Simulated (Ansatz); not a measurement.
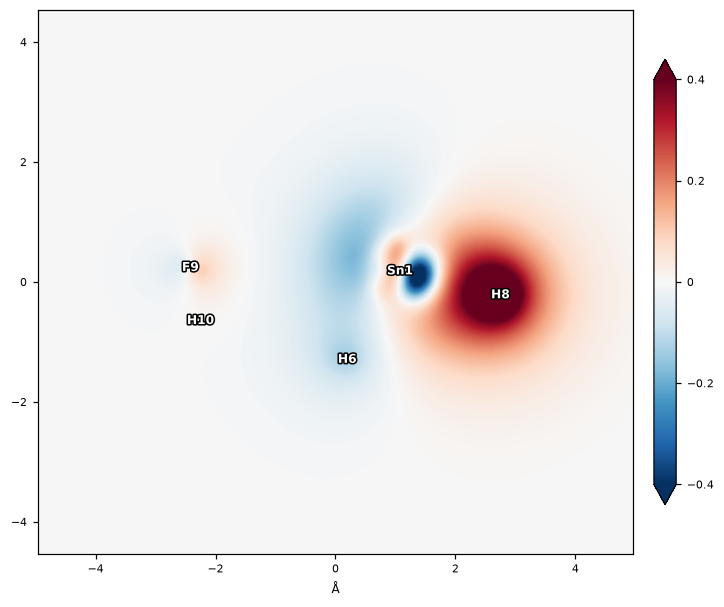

Figure. CH6Sn···HF. The HOMO−1 on the plane of atoms H6, Sn1 and H8 (values in Å⁻³ᐟ²; the overall sign is arbitrary).

Core potentials replace the inner electrons of Sn.

The calculation used RHF/def2-SVP (Ansatz 0.2.0).

```xyz
10

Sn   -0.1412   -0.1817    0.1979
C    -0.3402   -0.3194    2.3424
H    -1.3887   -0.4291    2.6200
H     0.2138   -1.1785    2.7217
H     0.0553    0.5886    2.7962
H     1.5041    0.1028   -0.2204
H    -1.0883    1.0943   -0.4348
H    -0.6176   -1.6496   -0.5507
F     1.5399    2.6096    1.4898
H     2.1739    2.2423    0.9631
```

> What is the character of this orbital?

Its weight (Hirshfeld) is mainly on Sn1 (about 40 %), H8 (about 30 %) and H7 (about 25 %). Its energy is −11.81 eV.
